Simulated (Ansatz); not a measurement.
Base system: TiO$_{2}$ in the rutile structure (space group P4_2/mnm, No. 136; a = 4.597 Å, c = 2.954 Å).

The change: the cell is scaled by 0.9750 in all directions, atoms relaxed at fixed cell.

Calculations: r2SCAN (Ansatz, a program for electronic structure, PAW, no spin-orbit coupling), earlier PAW set.

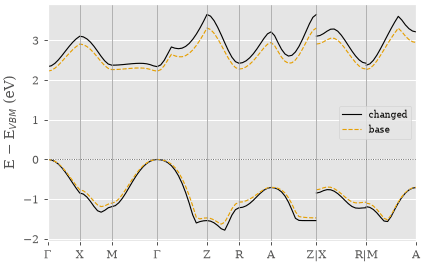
Figure. Highest valence and lowest conduction band along the path, each from its own valence-band maximum

Q: Read the changed gap and its character from the plot.

A: About 2.3 eV, direct at Γ.

The cells carry an imposed strain or load. No phonon test of stability was made. The final runs are not spin-polarised.
